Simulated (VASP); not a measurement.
# A VASP study of TePt (PBEsol): structure first, properties next

What structure and properties does PBEsol give TePt, and how near are they to the measured ones? The steps: full relaxation (PBEsol), density, ELF and potential (PBEsol), bands along the symmetry lines (PBEsol), density of states (PBEsol), vibrations at Γ (PBEsol), independent-particle dielectric function (PBEsol), volume scan with PBEsol and fit for PBEsol. The start is a cell from a database of measured crystal structures.

Method: PBEsol; plane waves and PAW (Te, Pt), in VASP 6.6.1.

The experiments to compare with:

“Electronic and topological properties of the van der Waals layered superconductor PtTe” (2022, arxiv:2203.06655) reports for PtTe, ZrCl-type rhombohedral, by single crystal x-ray diffraction (flux-grown crystal, 200 K): lattice constant a (a, hexagonal setting) 3.9612 ± 0.0004 Å; lattice constant c (c, hexagonal setting) 19.815 ± 0.002 Å.

The database entry behind the starting cell differs from later determinations by our own check (c about 0.8 % long), so it need not match the best structure at ambient conditions.

## Step 1: The starting structure

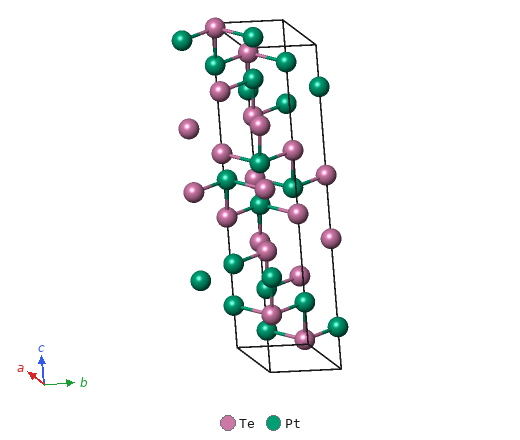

The starting structure, seen from a free direction (tellurium pink, platinum teal). 2×1×1 cells are drawn. This picture shows the conventional cell, with its axes. Bonds to atoms that aren't drawn are left out. Some periodic images of atoms are drawn too.

## Step 2: Full relaxation (PBEsol)

Properties are meant for the cell that this level of theory prefers, so cell and atoms are relaxed first (ISIF = 3) until forces and stress are small; EDIFFG sets the threshold. PBEsol restores the gradient expansion of exchange and is tuned for the cells of solids.

INCAR reads:

```
SYSTEM = TePt
PREC = Accurate
ENCUT = 400
EDIFF = 1E-06
NELM = 100
ISMEAR = 0
SIGMA = 0.05
LREAL = .FALSE.
ALGO = Normal
GGA = PS
NBANDS = 22
LASPH = .TRUE.
LORBIT = 11
LWAVE = .FALSE.
LCHARG = .FALSE.
KPAR = 4
IBRION = 2
NSW = 60
ISIF = 3
EDIFFG = -0.01
```

POSCAR reads:

```
TePt
1.0
    1.9815661262      1.1440577364      6.6610334788
   -1.9815661262      1.1440577364      6.6610334788
    0.0000000000     -2.2881154728      6.6610334788
Te Pt
2 2
Direct
    0.5980000000      0.5980000000      0.5980000000
    0.4020000000      0.4020000000      0.4020000000
    0.8703333333      0.8703333333      0.8703333333
    0.1296666667      0.1296666667      0.1296666667
```

KPOINTS reads:

```
Automatic mesh
0
Gamma
7 7 7
0 0 0
```

Potentials, in the order of the species: Te and Pt (PBE family, release 64).

On the command line:

```bash
> mpirun -np 4 vasp_std
```

What it wrote:

```text
[banner, memory and clock lines left out]
running    4 mpi-ranks, on    1 nodes
 distrk:  each k-point on    1 cores,    4 groups
 distr:  one band on    1 cores,    1 groups

 POSCAR found type information on POSCAR TePt
 POSCAR found :  2 types and       4 ions
|                                                                             |
|               ----> ADVICE to this user running VASP <----                  |
|                                                                             |
|     You enforced a specific xc type in the INCAR file but a different       |
|     [... a line on the potential file left out ...]
|     I HOPE YOU KNOW WHAT YOU ARE DOING!                                     |
|                                                                             |

 LDA part: xc-table for (Slater+PW92), standard interpolation
 POSCAR, INCAR and KPOINTS ok, starting setup
 FFT: planning ... GRIDC
 FFT: planning ... GRID_SOFT
 FFT: planning ... GRID
 WAVECAR not read
 entering main loop
       N       E                     dE             d eps       ncg     rms          rms(c)
DAV:   1     0.141186131109E+03    0.14119E+03   -0.12156E+04  1936   0.104E+03
DAV:   2    -0.167894226748E+02   -0.15798E+03   -0.14782E+03  2392   0.215E+02
DAV:   3    -0.230325469039E+02   -0.62431E+01   -0.61337E+01  2368   0.430E+01
DAV:   4    -0.231228477636E+02   -0.90301E-01   -0.90260E-01  2308   0.574E+00
DAV:   5    -0.231246387742E+02   -0.17910E-02   -0.17909E-02  2362   0.765E-01    0.164E+01
DAV:   6    -0.225263998295E+02    0.59824E+00   -0.20025E+00  2122   0.116E+01    0.926E+00
DAV:   7    -0.224052666946E+02    0.12113E+00   -0.40253E-01  2002   0.561E+00    0.318E+00
DAV:   8    -0.223609623213E+02    0.44304E-01   -0.13093E-01  2134   0.304E+00    0.114E+00
DAV:   9    -0.223603863466E+02    0.57597E-03   -0.13019E-02  2240   0.707E-01    0.449E-01
DAV:  10    -0.223598210338E+02    0.56531E-03   -0.32602E-03  2212   0.393E-01    0.102E-01
DAV:  11    -0.223597855302E+02    0.35504E-04   -0.17847E-04  2258   0.814E-02    0.485E-02
DAV:  12    -0.223597854190E+02    0.11117E-06   -0.17087E-05  2286   0.289E-02    0.386E-02
DAV:  13    -0.223597842778E+02    0.11412E-05   -0.25885E-06  1738   0.126E-02    0.131E-02
DAV:  14    -0.223597838410E+02    0.43682E-06   -0.12425E-06  1208   0.721E-03
   1 F= -.22359784E+02 E0= -.22358492E+02  d E =-.223598E+02
 curvature:   0.00 expect dE= 0.000E+00 dE for cont linesearch  0.000E+00
 trial: gam= 0.00000 g(F)=  0.250E-02 g(S)=  0.342E-02 ort = 0.000E+00 (trialstep = 0.100E+01)
 search vector abs. value=  0.593E-02
 bond charge predicted
       N       E                     dE             d eps       ncg     rms          rms(c)
DAV:   1    -0.223927263103E+02   -0.32942E-01   -0.11203E+00  1960   0.698E+00    0.120E+00
DAV:   2    -0.223659500058E+02    0.26776E-01   -0.14001E-01  1978   0.329E+00    0.643E-01
DAV:   3    -0.223617030953E+02    0.42469E-02   -0.97797E-03  2062   0.891E-01    0.254E-01
DAV:   4    -0.223610963793E+02    0.60672E-03   -0.26009E-03  2152   0.233E-01    0.118E-01
DAV:   5    -0.223609705079E+02    0.12587E-03   -0.43604E-04  2148   0.138E-01    0.119E-01
DAV:   6    -0.223609889660E+02   -0.18458E-04   -0.10412E-04  2158   0.559E-02    0.551E-02
DAV:   7    -0.223609836140E+02    0.53520E-05   -0.12951E-05  2014   0.275E-02    0.369E-02
DAV:   8    -0.223609840045E+02   -0.39044E-06   -0.17034E-06  1466   0.812E-03
   2 F= -.22360984E+02 E0= -.22359679E+02  d E =-.120016E-02
[...]
3 F= -.22361672E+02 E0= -.22360369E+02  d E =-.188774E-02
[...]
4 F= -.22362771E+02 E0= -.22361419E+02  d E =-.109973E-02
[...]
5 F= -.22362799E+02 E0= -.22361450E+02  d E =-.112746E-02
[...]
6 F= -.22362951E+02 E0= -.22361613E+02  d E =-.152431E-03
[...]
7 F= -.22363167E+02 E0= -.22361862E+02  d E =-.368238E-03
[...]
8 F= -.22363137E+02 E0= -.22361850E+02  d E =0.306671E-04
 trial-energy change:    0.000031  1 .order    0.000047   -0.000167    0.000260
 step:   0.4854(harm=  0.4255)  dis= 0.00056  next Energy=   -22.363206 (dE=-0.387E-04)
 bond charge predicted
       N       E                     dE             d eps       ncg     rms          rms(c)
DAV:   1    -0.223639062096E+02   -0.76884E-03   -0.13513E-02  2002   0.877E-01    0.166E-01
DAV:   2    -0.223633175273E+02    0.58868E-03   -0.27160E-03  1996   0.480E-01    0.893E-02
DAV:   3    -0.223632252032E+02    0.92324E-04   -0.20149E-04  2020   0.127E-01    0.356E-02
DAV:   4    -0.223632120443E+02    0.13159E-04   -0.52764E-05  2092   0.329E-02    0.157E-02
DAV:   5    -0.223632086136E+02    0.34308E-05   -0.86806E-06  2148   0.194E-02    0.158E-02
DAV:   6    -0.223632083119E+02    0.30172E-06   -0.24933E-06  1884   0.897E-03
   9 F= -.22363208E+02 E0= -.22361911E+02  d E =-.410356E-04
 curvature:  -0.36 expect dE=-0.863E-05 dE for cont linesearch -0.136E-05
 trial: gam= 0.00000 g(F)=  0.123E-04 g(S)=  0.115E-04 ort =-0.314E-04 (trialstep = 0.967E+00)
 search vector abs. value=  0.238E-04
 reached required accuracy - stopping structural energy minimisation
```

It took 2.4 min on 4 MPI ranks of AMD EPYC 9R45, shared host; peak memory 1.4 GiB; 8.9 min of CPU time.

Lines that name or quote the potential files are left out of all logs, and their timing lines are given in words.

OUTCAR, selected parts (step 2):

```text
ion  position               nearest neighbor table
   1  0.598  0.598  0.598-   3 2.59   3 2.59   3 2.59   4 3.54   4 3.54   4 3.54   2 3.57   2 3.57
                             2 3.57
   2  0.402  0.402  0.402-   4 2.59   4 2.59   4 2.59   3 3.54   3 3.54   3 3.54   1 3.57   1 3.57
                             1 3.57
   3  0.870  0.870  0.870-   1 2.59   1 2.59   1 2.59   4 2.72   4 2.72   4 2.72   2 3.54   2 3.54
                             2 3.54
   4  0.130  0.130  0.130-   2 2.59   2 2.59   2 2.59   3 2.72   3 2.72   3 2.72   1 3.54   1 3.54
                             1 3.54

  LATTYP: Found a trigonal (rhomboedric) cell.
 ALAT       =     7.0430703122
 COS(alpha) =     0.8416846276

 Subroutine GETGRP returns: Found 12 space group operations
 (whereof 12 operations were pure point group operations)

The static configuration has the point symmetry D_3d.

 Found     44 irreducible k-points:

   k-points           NKPTS =     44   k-points in BZ     NKDIM =     44   number of bands    NBANDS=     22

   dimension x,y,z NGX =    48 NGY =   48 NGZ =   48
   dimension x,y,z NGXF=    96 NGYF=   96 NGZF=   96

   ENCUT  =  400.0 eV  29.40 Ry    5.42 a.u.  11.49 11.49 11.49*2*pi/ulx,y,z

   NELECT =      32.0000    total number of electrons

 k-points in reciprocal lattice and weights: Automatic mesh
   0.00000000  0.00000000  0.00000000       0.003
   0.14285714 -0.00000000  0.00000000       0.017
   0.28571429 -0.00000000  0.00000000       0.017
   0.42857143 -0.00000000  0.00000000       0.017
   0.14285714  0.14285714  0.00000000       0.017
   0.28571429  0.14285714  0.00000000       0.035
   0.42857143  0.14285714  0.00000000       0.035
  -0.42857143  0.14285714  0.00000000       0.035
  -0.28571429  0.14285714 -0.00000000       0.035
[...]
0.42857143  0.42857143  0.42857143       0.006
  -0.42857143  0.42857143  0.42857143       0.017

 average (electrostatic) potential at core
       1 -86.3662       2 -86.3662       3 -65.4215       4 -65.4215

 E-fermi :   8.3683

 k-point     1 :       0.0000    0.0000    0.0000
  band No.  band energies     occupation
    ...
      9       5.3665      2.00000
     10       5.3665      2.00000
     11       6.4710      2.00000
     12       6.4710      2.00000
     13       6.6921      2.00000
     14       9.0642      0.00000
     15       9.0642      0.00000
     16       9.3082      0.00000
     17       9.6500      0.00000
     18      11.3004      0.00000
    ...

 k-point     2 :       0.1429   -0.0000    0.0000
  band No.  band energies     occupation
    ...
     10       5.0716      2.00000
     11       6.4235      2.00000
     12       6.4758      2.00000
     13       6.7512      2.00000
     14       7.6259      2.00000
     15       8.9633      0.00000
     16       9.4129      0.00000
     17      10.0017      0.00000
     18      10.7641      0.00000
     19      10.8612      0.00000
    ...

 k-point     3 :       0.2857   -0.0000    0.0000
  band No.  band energies     occupation
    ...
     11       5.9807      2.00000
     12       6.2250      2.00000
     13       6.4528      2.00000
     14       6.6523      2.00000
     15       7.4221      2.00000
     16       8.5802      0.00000
     17       9.5244      0.00000
     18       9.9388      0.00000
     19      11.7696      0.00000
     20      12.4953      0.00000
    ...

  Total        0.0199105      0.0199105      0.0125533      0.0000000      0.0000000     -0.0000000
  in kB        0.3554435      0.3554435      0.2241026      0.0000000      0.0000000     -0.0000000
  external PRESSURE =       0.3116632 kB  Pullay stress =       0.0000000 kB

  energy-cutoff  :      400.00
  volume of cell :       89.75
      direct lattice vectors                 reciprocal lattice vectors
     1.977261922  1.141572703  6.626783334     0.252874945  0.145997418  0.050300925
    -1.977261922  1.141572703  6.626783334    -0.252874945  0.145997418  0.050300925
     0.000000000 -2.283145406  6.626783334     0.000000000 -0.291994835  0.050300925

 POSITION                                       TOTAL-FORCE (eV/Angst)
 -----------------------------------------------------------------------------------
      0.00000      0.00000     11.90293         0.000000      0.000000      0.008856
      0.00000      0.00000      7.97742        -0.000000      0.000000     -0.008856
      0.00000      0.00000     17.29685        -0.000000      0.000000     -0.007006
      0.00000      0.00000      2.58350         0.000000     -0.000000      0.007006
 -----------------------------------------------------------------------------------
    total drift:                               -0.000000     -0.000000      0.000000

  FREE ENERGIE OF THE ION-ELECTRON SYSTEM (eV)
  ---------------------------------------------------
  free  energy   TOTEN  =       -22.3632083119 eV

  energy  without entropy=      -22.3606146793  energy(sigma->0) =      -22.36191150

 reached required accuracy - stopping structural energy minimisation

 total charge
# of ion       s       p       d       tot
------------------------------------------
    1        1.392   1.846   0.091   3.328
    2        1.392   1.846   0.091   3.328
    3        0.685   0.595   8.138   9.418
    4        0.685   0.595   8.138   9.418
--------------------------------------------------
tot          4.153   4.882  16.457  25.492

[... 3 further parts left out ...]
```

CONTCAR:

```
TePt
   1.00000000000000
     1.9772619221767480    1.1415727030483884    6.6267833342766620
    -1.9772619221767480    1.1415727030483884    6.6267833342766620
     0.0000000000000000   -2.2831454060967769    6.6267833342766620
  Te              Pt
     2     2
Direct
     0.5987281417257643    0.5987281417257643    0.5987281417257643
     0.4012718582742355    0.4012718582742355    0.4012718582742355
     0.8700474102697786    0.8700474102697786    0.8700474102697786
     0.1299525897302213    0.1299525897302213    0.1299525897302213
```

The k-mesh is coarse for a metal. The bonds form layers, held to each other by dispersion, which PBEsol lacks, so the spacing between them is unreliable. The PAW data sets were made with PBE, which is usual practice but a small mismatch for other functionals. The run keeps the 12 symmetry operations of its start, so it cannot find a distortion of lower symmetry.

Step by step:

| step | energy less that of the first step (eV) | largest force (eV/Å) | pressure (GPa) | volume (Å³) |
| --- | --- | --- | --- | --- |
| 1 | 0.0000 | 0.1458 | -0.54 | 90.60 |
| 2 | -0.0012 | 0.1422 | 0.79 | 89.60 |
| 3 | -0.0019 | 0.1146 | 0.29 | 89.97 |
| 4 | -0.0030 | 0.0463 | -0.07 | 90.01 |
| 5 | -0.0030 | 0.0305 | -0.02 | 90.01 |
| 6 | -0.0032 | 0.0214 | -0.05 | 89.97 |
| 7 | -0.0034 | 0.0048 | -0.11 | 89.86 |
| 8 | -0.0034 | 0.0213 | 0.20 | 89.61 |
| 9 | -0.0034 | 0.0089 | 0.03 | 89.75 |

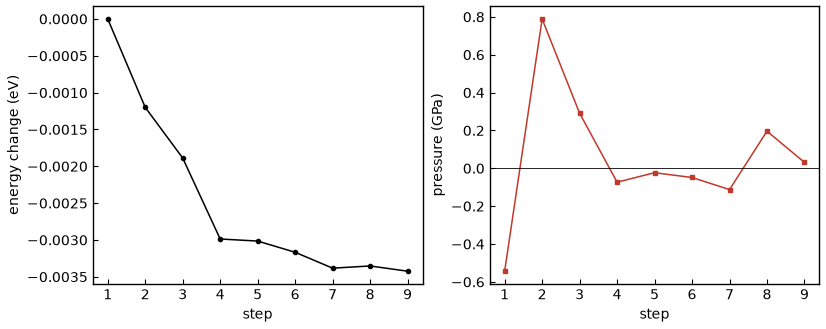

Energy and pressure along the relaxation.

| conventional cell, symmetrised | before | after | change |
| --- | --- | --- | --- |
| a (Å) | 3.963 | 3.955 | -0.2 % |
| b (Å) | 3.963 | 3.955 | -0.2 % |
| c (Å) | 19.983 | 19.880 | -0.5 % |
| volume (Å³/atom) | 22.65 | 22.44 | -0.9 % |

The atoms that moved most (Å, as changes of fractional coordinates times the final cell):

| atom | dx | dy | dz | length |
| --- | --- | --- | --- | --- |
| Te2 | 0.000 | 0.000 | -0.014 | 0.014 |
| Te1 | 0.000 | 0.000 | 0.014 | 0.014 |
| Pt4 | 0.000 | 0.000 | 0.006 | 0.006 |
| Pt3 | 0.000 | 0.000 | -0.006 | 0.006 |

The relaxed structure:

```xyz
4
Lattice="1.9773 1.1416 6.6268 -1.9773 1.1416 6.6268 0.0000 -2.2831 6.6268" Properties=species:S:1:pos:R:3 pbc="T T T"
Te    0.0000    0.0000   11.9029
Te    0.0000    0.0000    7.9774
Pt    0.0000    0.0000   17.2968
Pt    0.0000    0.0000    2.5835
```

This step gave:

```yaml
electrons: 32
bands: 22
irreducible_k_points: 44
symmetry_operations: 12
free_energy_toten: -22.36 eV
energy_at_zero_smearing: -22.36 eV
fermi_energy: 8.368 eV
pressure: 0.03117 GPa
metallic: yes
scf_cycles_over_all_ionic_steps: 62
```

It ends with a largest force of 0.009 eV/Å and a pressure of 0.03 GPa. The volume lies -0.9 % from that of the database's start, which holds the thermal and zero-point expansion of its experiment.

(Continued in part 2 of 6.)

[Lines on the potential files, build, host, timing and source positions are cut from VASP's logs without a mark.]

[Logs are printed without paths, hosts, clocks, repeated set-up lines and the standing remarks that a program may print on its own settings, such as how far it seeks lower states.]

[Hosts, paths, dates, database ids (printed as entryN), source tags and the programs' standing remarks are cut or masked in the printed files.]

[Measured values are set beside computed ones only where the two were judged alike; some that the calculation misses by far are left out.]
